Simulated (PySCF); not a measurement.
**C$_{3}$H$_{8}$O: geometry relaxation**

System: C$_{3}$H$_{8}$O, SMILES CCCO.
Method: PBE0-D3(BJ)/def2-SVP geometry optimisation, gas phase (PySCF 2.14.0).

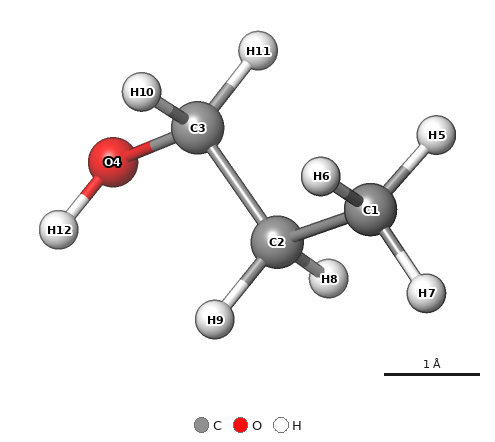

Fig. 1: The input geometry (ball-and-stick view, seen at a tilt; atoms are numbered from 1 in the order of the input). Bond lengths as drawn: C–C 1.52 Å, C–H 1.09 to 1.10 Å, C–O 1.42 Å and H–O 0.97 Å.

**Results in brief**

- outcome: converged
- total energy: −193.985932 hartree
- dipole moment: 1.64 D
- point group: C1
- hardware: 1 CPU thread, shared host
- wall time: 14 s
- peak memory: 0.41 GiB

**The input**
```
{"job": {"xc": "PBE0", "basis": "def2-SVP", "d3": "d3bj", "grid": 1, "kind": "geom"}, "charge": 0, "multiplicity": 1}
C     -1.517239     0.010482     0.097646
C     -0.136918     0.088007    -0.529334
C      0.958013    -0.259614     0.469030
O      2.228089    -0.191280    -0.165198
H     -1.723777    -0.998761     0.467900
H     -1.607147     0.709202     0.935517
H     -2.284193     0.264889    -0.640542
H     -0.079144    -0.590338    -1.388928
H      0.033227     1.095085    -0.928395
H      0.956821     0.430512     1.318902
H      0.827259    -1.276189     0.852800
H      2.345010     0.718006    -0.489399
```

The first line tells a small driver script what to run in PySCF; the rest is the geometry in Å.

Launch command:
```bash
OMP_NUM_THREADS=1 python <driver script> task.json out
```

**Log**
```
step   0  E = -193.98403157  max force = 0.025041
step   1  E = -193.98535322  max force = 0.006533
step   2  E = -193.98564539  max force = 0.001333
step   3  E = -193.98575390  max force = 0.001441
step   4  E = -193.98591932  max force = 0.001670
step   5  E = -193.98593001  max force = 0.000648
step   6  E = -193.98593238  max force = 0.000164
optimisation converged
```

**Trajectory as extended XYZ (Å, eV, eV/Å), 7 frames, from step=0 to step=6**
```
12
Properties=species:S:1:pos:R:3:forces:R:3 step=0 energy=-5278.57437
C    -1.5172    0.0105    0.0977    0.1155   0.1335  -0.3149
C    -0.1369    0.0880   -0.5293   -0.3445  -0.2919   0.6548
C     0.9580   -0.2596    0.4690    0.8212   0.5905  -1.2877
O     2.2281   -0.1913   -0.1652   -0.0407   0.0527   0.1193
H    -1.7238   -0.9988    0.4679   -0.0849  -0.1897   0.1025
H    -1.6072    0.7092    0.9355   -0.0861   0.1163   0.2016
H    -2.2842    0.2649   -0.6405   -0.2381   0.0253  -0.0400
H    -0.0791   -0.5903   -1.3889    0.1579  -0.1739  -0.0948
H     0.0332    1.0951   -0.9284    0.1088   0.2770  -0.0318
H     0.9568    0.4305    1.3189   -0.3425   0.1704   0.4389
H     0.8273   -1.2762    0.8528    0.0547  -0.2195   0.0463
H     2.3450    0.7180   -0.4894   -0.1213  -0.4908   0.2058
12
Properties=species:S:1:pos:R:3:forces:R:3 step=1 energy=-5278.61033
C    -1.5240    0.0130    0.1665    0.0686  -0.0712   0.0220
C    -0.1593    0.0621   -0.5041    0.0948   0.1684  -0.0332
C     1.0110   -0.1532    0.4445   -0.0689  -0.3360   0.0392
O     2.2534   -0.2496   -0.2019   -0.1714   0.0149   0.0098
H    -1.7102   -0.9826    0.6026   -0.0130   0.0385   0.0117
H    -1.6046    0.7519    0.9808    0.0081  -0.0064  -0.0207
H    -2.3357    0.2161   -0.5497    0.0564   0.0026   0.0234
H    -0.0969   -0.6891   -1.3091    0.0076  -0.0206   0.0098
H    -0.0204    1.0479   -0.9864   -0.0499  -0.0021  -0.0797
H     0.9999    0.6321    1.2286    0.0546   0.0617  -0.0281
H     0.8775   -1.1138    0.9698   -0.0324   0.0128   0.0729
H     2.3093    0.4651   -0.8416    0.0454   0.1373  -0.0271
12
Properties=species:S:1:pos:R:3:forces:R:3 step=2 energy=-5278.61828
C    -1.5140    0.0170    0.1691   -0.0244  -0.0154  -0.0084
C    -0.1574    0.0583   -0.5116   -0.0019   0.0246   0.0184
C     1.0025   -0.1700    0.4424    0.0103   0.0117  -0.0236
O     2.2406   -0.2455   -0.2090    0.0232  -0.0537  -0.0654
H    -1.7049   -0.9713    0.6173   -0.0005   0.0087   0.0051
H    -1.5845    0.7645    0.9756   -0.0012   0.0080  -0.0020
H    -2.3263    0.2194   -0.5441   -0.0177   0.0038   0.0092
H    -0.1001   -0.7000   -1.3106   -0.0029  -0.0121   0.0057
H    -0.0213    1.0394   -1.0061    0.0082  -0.0230  -0.0033
H     1.0000    0.6188    1.2241   -0.0268   0.0132   0.0098
H     0.8642   -1.1290    0.9711    0.0219   0.0157  -0.0140
H     2.3012    0.4984   -0.8181    0.0118   0.0184   0.0685
12
Properties=species:S:1:pos:R:3:forces:R:3 step=3 energy=-5278.62123
C    -1.5143    0.0212    0.1719   -0.0053   0.0126  -0.0047
C    -0.1601    0.0549   -0.5158   -0.0214  -0.0351  -0.0012
C     1.0020   -0.1767    0.4349    0.0156   0.0741   0.0124
O     2.2407   -0.2495   -0.2161   -0.0013  -0.0454  -0.0641
H    -1.7061   -0.9618    0.6304    0.0046  -0.0051   0.0042
H    -1.5776    0.7758    0.9722   -0.0036   0.0083   0.0049
H    -2.3312    0.2210   -0.5364   -0.0119   0.0007  -0.0036
H    -0.1082   -0.7092   -1.3099   -0.0117  -0.0011   0.0002
H    -0.0235    1.0313   -1.0183    0.0156  -0.0108   0.0069
H     0.9999    0.6108    1.2189   -0.0263  -0.0078   0.0044
H     0.8635   -1.1363    0.9611    0.0247   0.0009  -0.0113
H     2.3148    0.5184   -0.7928    0.0210   0.0086   0.0520
12
Properties=species:S:1:pos:R:3:forces:R:3 step=4 energy=-5278.62573
C    -1.5151    0.0350    0.1828    0.0060   0.0521   0.0076
C    -0.1718    0.0416   -0.5282   -0.0330  -0.0859  -0.0179
C     1.0002   -0.1917    0.4108    0.0188   0.0766   0.0267
O     2.2362   -0.2605   -0.2472   -0.0206   0.0142  -0.0112
H    -1.7067   -0.9333    0.6714    0.0030  -0.0162  -0.0003
H    -1.5581    0.8111    0.9644   -0.0036  -0.0038   0.0030
H    -2.3447    0.2255   -0.5135    0.0001  -0.0115  -0.0134
H    -0.1415   -0.7375   -1.3091   -0.0109   0.0178   0.0015
H    -0.0321    1.0052   -1.0519    0.0221   0.0173   0.0128
H     0.9992    0.5877    1.2041   -0.0045  -0.0278  -0.0239
H     0.8688   -1.1560    0.9279    0.0056  -0.0220   0.0102
H     2.3656    0.5730   -0.7116    0.0169  -0.0107   0.0049
12
Properties=species:S:1:pos:R:3:forces:R:3 step=5 energy=-5278.62602
C    -1.5164    0.0370    0.1833    0.0058   0.0244   0.0042
C    -0.1737    0.0383   -0.5289   -0.0119  -0.0333  -0.0073
C     1.0003   -0.1928    0.4089    0.0094   0.0229   0.0106
O     2.2358   -0.2597   -0.2503   -0.0141   0.0014  -0.0023
H    -1.7087   -0.9305    0.6739    0.0004  -0.0058  -0.0007
H    -1.5587    0.8148    0.9631   -0.0005  -0.0024  -0.0008
H    -2.3457    0.2256   -0.5142    0.0020  -0.0083  -0.0063
H    -0.1466   -0.7409   -1.3093   -0.0046   0.0076  -0.0011
H    -0.0304    1.0015   -1.0529    0.0092   0.0083   0.0058
H     0.9983    0.5855    1.2019   -0.0036  -0.0071  -0.0064
H     0.8720   -1.1582    0.9261    0.0049  -0.0057   0.0030
H     2.3738    0.5794   -0.7017    0.0031  -0.0019   0.0014
12
Properties=species:S:1:pos:R:3:forces:R:3 step=6 energy=-5278.62609
C    -1.5169    0.0379    0.1822   -0.0001   0.0022  -0.0004
C    -0.1738    0.0367   -0.5287   -0.0005   0.0005   0.0017
C     1.0001   -0.1933    0.4096   -0.0015  -0.0084  -0.0003
O     2.2349   -0.2590   -0.2503    0.0024   0.0002   0.0006
H    -1.7101   -0.9294    0.6732   -0.0003   0.0008   0.0003
H    -1.5602    0.8164    0.9612   -0.0004   0.0004  -0.0020
H    -2.3447    0.2247   -0.5176   -0.0001  -0.0030  -0.0006
H    -0.1475   -0.7418   -1.3095    0.0004   0.0007  -0.0015
H    -0.0277    1.0004   -1.0515    0.0007   0.0005   0.0010
H     0.9968    0.5848    1.2023   -0.0007   0.0026   0.0023
H     0.8742   -1.1591    0.9270   -0.0006   0.0016   0.0003
H     2.3749    0.5818   -0.6979    0.0006   0.0020  -0.0013
```

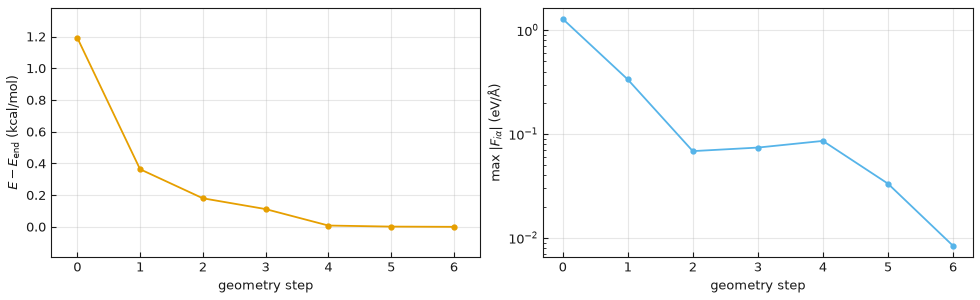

Fig. 2: Progress of the relaxation, step by step (steps are counted from 0).

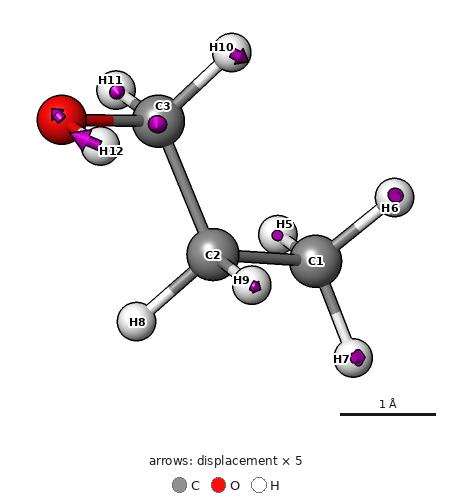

Fig. 3: The starting structure with the displacements as pink arrows, magnified 5 times (ball-and-stick view, seen at a tilt). The two geometries are laid on each other by the best rigid fit. Over 6 geometry steps the energy falls by 1.19 kcal/mol. Largest force component: 1.3 eV/Å at the start, 0.0084 eV/Å at the end. The largest move after the best rigid fit is that of H12, 0.073 Å. Largest moves by element: H 0.073 Å, C 0.044 Å, O 0.035 Å. Distances before and after: C3–O4 1.421 → 1.402 Å, C3–H10 1.095 → 1.111 Å, O4–H12 0.972 → 0.963 Å, C2–H9 1.097 → 1.106 Å. Among the angles that change: C2–C3–O4 109.8° → 113.4°, O4–C3–H10 108.5° → 111.8°, H10–C3–H11 108.3° → 106.2°. (Atoms are counted from 1 in the order of the input.)
